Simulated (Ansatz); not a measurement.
# HfO2: one change and its effect

System: HfO2, multiplicity 5.
Method of run 1: UKS B3LYP-D4/def2-TZVP (Ansatz 0.2.0).

The geometry: B3LYP-D4/def2-TZVP start. Text and figures count atoms from 1; the logs count them from 0 in places.

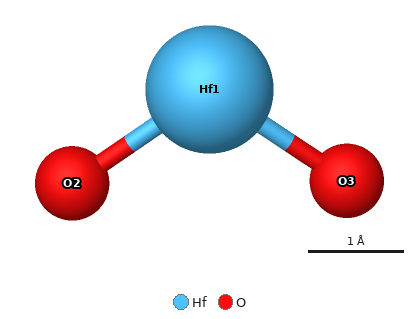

**Figure 1.** The starting structure (ball-and-stick view, seen at a tilt; atoms are numbered from 1 in the order of the input). Sticks mark near contacts. Bond lengths as drawn: Hf–O 1.79 Å.

The input, run 1:
```yaml
crystal:
  periodic: [false, false, false]
  atoms:
    - {symbol: Hf, position_ang: [0.156636, -0.451090, 0.515134]}
    - {symbol: O, position_ang: [1.258745, 0.082677, -0.789234]}
    - {symbol: O, position_ang: [-1.415381, 0.368414, 0.274111]}
basis:
  gaussian: {orbitals: def2-TZVP}
magnetization: {spin_polarized: true, initial_magnetization: 4}
hamiltonian: {xc: {name: B3LYP}, dispersion: d4}
scf: {omitted_lower_state_checks: [starts]}
output: {orbitals: {seedname: orbitals}}
relax: {f_tol: 0.02, max_steps: 100}
```

Command:
```bash
ansatz run in.yaml --threads 4 --pin off --events-out ev --progress --plain --max-ram 3916MiB
```

Hardware: 4 threads of Arm Neoverse V2, 23 GiB of memory available, shared host.

Output, shortened to warnings, some set-up lines, iterations and results (run 1):
```
WARN: the results are in doubt because the forces break the atoms' symmetry
[...]
mean field evaluation 1: about -5392.1596 eV, gradient 3.4e1 eV
mean field evaluation 2: about -5380.7896 eV, gradient 6.5e1 eV
mean field evaluation 4: about -5396.4204 eV, gradient 2.0e0 eV
mean field evaluation 8: about -5396.4390 eV, gradient 1.0e0 eV
mean field evaluation 16: about -5396.4567 eV, gradient 1.5e-3 eV
[... 6 lines ...]
relax step   4: F+E_penalty+E_count = -5398.48293642 eV  Δ(F+E_penalty+E_count) = -4.587e-2 eV  max|allowed force component| = 1.753e-1 eV/Å  Δτ_max = 0.0803 Å  (223 SCF …
mean field evaluation 128: about -5398.4211 eV, gradient 4.6e-2 eV
relax step   5: F+E_penalty+E_count = -5398.50218871 eV  Δ(F+E_penalty+E_count) = -1.925e-2 eV  max|allowed force component| = 3.386e-2 eV/Å  Δτ_max = 0.0796 Å  (244 SCF …
mean field evaluation 160: about -5398.4231 eV, gradient 2.8e-5 eV
relax step   6: F+E_penalty+E_count = -5398.50260920 eV  Δ(F+E_penalty+E_count) = -4.205e-4 eV  max|allowed force component| = 1.520e-2 eV/Å  Δτ_max = 0.0259 Å  (73 SCF …
these checks for a lower state are left out or cut short: starts
675 factors; their error is unknown
mean field -5398.42305819 eV, -198.3883882058 hartree, gradient 5.0e-6 eV, S^2 6.006558; 0 other end points of the search recorded, 0 dependent functions left out
the calculation of the forces begins
reference -5398.42328368 eV, -198.3883964924 hartree; 16, 12 occupied and 86, 90 virtual orbitals, 675 factors
Total energy: -5398.50283469 eV, -198.3913199383 hartree
Atom 0 at     0.097741    -0.282901     0.323333 Å, force     0.004497    -0.013263     0.015205 eV/Å
Atom 1 at     1.705052    -0.047443    -0.857124 Å, force    -0.007718     0.007231    -0.005448 eV/Å
Atom 2 at    -1.802793     0.330344     0.533801 Å, force     0.003221     0.006032    -0.009757 eV/Å
Dipole moment:     0.043977    -0.127281     0.145469 e Å
Checks for a lower state left out: starts
```

The input of run 2 differs as follows (lines with − go, lines with + come):
```diff
-magnetization: {spin_polarized: true, initial_magnetization: 4}
+magnetization: {spin_polarized: true, initial_magnetization: 2}
```

What does this change do to the results?

With the same method and basis, run 2 lies 84.6 kcal/mol lower. The HOMO goes from −4.70 to −5.59 eV. The LUMO goes from −5.59 to −5.36 eV. The dipole moment goes from 0.95 to 4.84 D. On the same kind of shared host run 2 took about 0.18 times as long.

Output, shortened to warnings, some set-up lines, iterations and results (run 2):
```
[...]
mean field evaluation 1: about -5390.5371 eV, gradient 5.6e1 eV
mean field evaluation 2: about -5176.2394 eV, gradient 2.1e2 eV
mean field evaluation 4: about -5401.8127 eV, gradient 5.7e0 eV
mean field evaluation 8: about -5401.9742 eV, gradient 1.6e-1 eV
mean field evaluation 16: about -5401.9883 eV, gradient 1.1e-3 eV
relax step   1: F+E_penalty+E_count = -5402.07989176 eV  Δ(F+E_penalty+E_count) = +0.000e0 eV  max|allowed force component| = 1.684e0 eV/Å  Δτ_max = 0.0000 Å  (41 SCF iters, …
relax step   2: F+E_penalty+E_count = -5402.16530537 eV  Δ(F+E_penalty+E_count) = -8.541e-2 eV  max|allowed force component| = 2.610e-1 eV/Å  Δτ_max = 0.0376 Å  (52 SCF …
mean field evaluation 32: about -5402.0395 eV, gradient 1.5e1 eV
relax step   3: F+E_penalty+E_count = -5402.17132641 eV  Δ(F+E_penalty+E_count) = -6.021e-3 eV  max|allowed force component| = 9.573e-2 eV/Å  Δτ_max = 0.0262 Å  (48 SCF …
relax step   4: F+E_penalty+E_count = -5402.17279045 eV  Δ(F+E_penalty+E_count) = -1.464e-3 eV  max|allowed force component| = 6.185e-2 eV/Å  Δτ_max = 0.0208 Å  (47 SCF …
relax step   5: F+E_penalty+E_count = -5402.17296251 eV  Δ(F+E_penalty+E_count) = -1.721e-4 eV  max|allowed force component| = 7.261e-4 eV/Å  Δτ_max = 0.0054 Å  (46 SCF …
these checks for a lower state are left out or cut short: starts
675 factors; their error is unknown
mean field -5402.08153186 eV, -198.5228346335 hartree, gradient 2.9e-5 eV, S^2 2.026765; 0 other end points of the search recorded, 0 dependent functions left out
the calculation of the forces begins
reference -5402.08175301 eV, -198.5228427607 hartree; 15, 13 occupied and 87, 89 virtual orbitals, 675 factors
Total energy: -5402.17318367 eV, -198.5262027752 hartree
Atom 0 at     0.174697    -0.503103     0.574531 Å, force     0.000221    -0.000636     0.000726 eV/Å
Atom 1 at     1.214719     0.112423    -0.805017 Å, force     0.000362     0.000267    -0.000551 eV/Å
Atom 2 at    -1.389416     0.390681     0.230497 Å, force    -0.000583     0.000368    -0.000175 eV/Å
Dipole moment:     0.224774    -0.647313     0.739210 e Å
Checks for a lower state left out: starts
```

The two runs side by side:

```tsv
quantity	run 1	run 2
outcome	converged	converged
total energy (hartree)	−198.391320	−198.526203
HOMO (eV)	−4.70	−5.59
LUMO (eV)	−5.59	−5.36
dipole moment (D)	0.95	4.84
⟨S²⟩	6.007	2.027
largest force (eV/Å)	0.021	0.001
basis functions	102	102
wall time (shared host)	43 s	7.5 s
```
